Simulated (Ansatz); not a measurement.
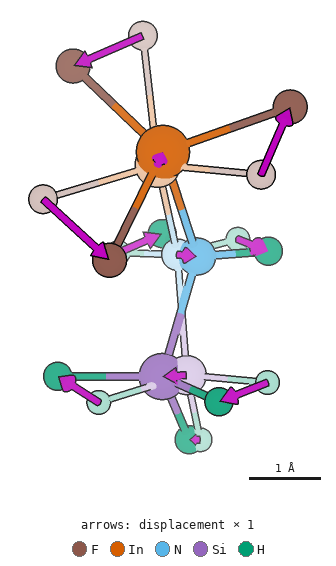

This is a relaxation of InSiNH$_{5}$F$_{3}$ (coarse preliminary run). The starting structure is drawn faded, the final one solid; purple arrows show the displacements, at their true length. The two geometries are superimposed by the best rigid fit.

The picture is a ball-and-stick view, seen from a free direction.

The start comes from a force field.

Computed with RKS PBE-D4/def2-SVP (Ansatz 0.2.0).

Input file:
```yaml
crystal:
  periodic: [false, false, false]
  atoms:
    - {symbol: F, position_ang: [-1.977900, -1.613900, 0.829800]}
    - {symbol: In, position_ang: [-0.296500, -1.594900, -0.111900]}
    - {symbol: F, position_ang: [1.082900, -2.154400, 1.126900]}
    - {symbol: F, position_ang: [-0.298800, -2.840000, -1.623700]}
    - {symbol: N, position_ang: [0.142700, 0.326100, -0.847700]}
    - {symbol: Si, position_ang: [0.208200, 1.475200, 0.557000]}
    - {symbol: H, position_ang: [-0.575900, 0.655900, -1.486000]}
    - {symbol: H, position_ang: [1.102100, 0.359600, -1.325400]}
    - {symbol: H, position_ang: [1.264700, 1.045900, 1.533300]}
    - {symbol: H, position_ang: [0.513500, 2.815300, 0.097200]}
    - {symbol: H, position_ang: [-1.099700, 1.468300, 1.270800]}
basis:
  gaussian: {orbitals: def2-SVP}
hamiltonian: {xc: pbe, dispersion: d4}
relax: {f_tol: 0.03, max_steps: 200}
```

Command:
```bash
ansatz run in.yaml --threads 4 --pin off --events-out ev --progress --plain --max-ram 11315MiB
```

### Atoms of which element are displaced furthest, and by how much?

Fluorine: up to 1.30 Å, against 0.89 Å for hydrogen.

### Describe the change and its energy.

Over 18 geometry steps the energy falls by 18.8 kcal/mol. The largest force component goes from 2.3 to 0.013 eV/Å. The forces were under the threshold at step 6, but the run went on from there. The atom that moves furthest after the best rigid fit is F3 (1.30 Å). Largest moves by element: F 1.30 Å, H 0.89 Å, Si 0.35 Å, N 0.31 Å, In 0.26 Å. Near-neighbour distances that change, for instance: In2–N5 2.103 → 2.297 Å, In2–F3 1.937 → 1.998 Å, Si6–H10 1.449 → 1.506 Å, F1–In2 1.927 → 1.975 Å. Among the angles between lasting bonds that change: F3–In2–N5 109.8° → 88.0°, F1–In2–F3 107.8° → 117.6°, F1–In2–N5 111.2° → 101.6°. Groups turn about In2–N5 by about 60°. Cost: 68 s on 4 threads of Intel Xeon @ 2.50GHz, with other jobs on the host.
